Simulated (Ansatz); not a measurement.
Program: Ansatz.

```
crystal:
  lattice:
    - [2.8252, 0, 0]
    - [0, 2.8252, 0]
    - [0, 0, 5.6504]
  atoms:
    - { symbol: Fe, position: [0.0, 0.0, 0.0], spin: 1.5, spin_axis: [0.138, 0.832, -0.537] }
    - { symbol: Fe, position: [0.5, 0.5, 0.25], spin: 1.8, spin_axis: [0.907, -0.315, 0.281] }
    - { symbol: Fe, position: [0.0, 0.0, 0.5], spin: 1.0, spin_axis: [-0.525, -0.32, -0.788] }
    - { symbol: Fe, position: [0.5, 0.5, 0.75], spin: 1.7, spin_axis: [-0.548, 0.046, 0.835] }
kpoints:
  mp_grid: { grid: [3, 3, 2] }
hamiltonian:
  xc: pbe
  pseudopotentials: { kind: paw }
magnetization:
  noncollinear: true
scf:
  occupations: { method: fermi_dirac, width: "0.03 eV" }
```

Fe (Im-3m, 4 atoms in the cell); DFT, PBE, PAW (an earlier, harder data set), plane waves, scalar-relativistic (Ansatz development build ahead of 0.2.0); cutoff 844 eV, 3×3×2 k-mesh, Fermi–Dirac smearing of 0.03 eV, non-collinear spins.

Question: Will this run converge, and how?

Answer: The run gave up at step 100 without converging. The residual is still falling at the last step (down to 1.6 × 10⁻⁴). The integral of |m| doesn't settle. Over the last points it still swings between 8.4 and 9.1 μB per cell.

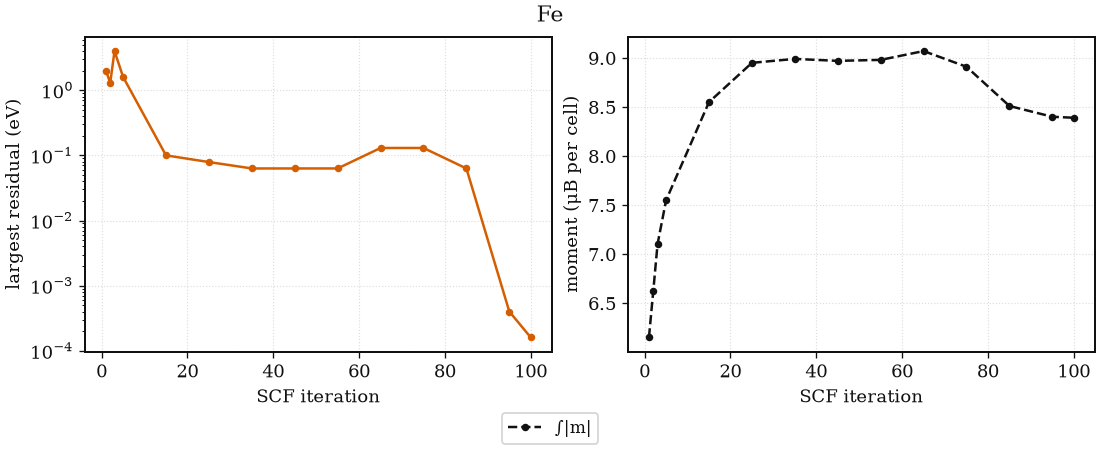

SCF iterations of a calculation: largest residual, magnetic moments. Only some iterations were kept.
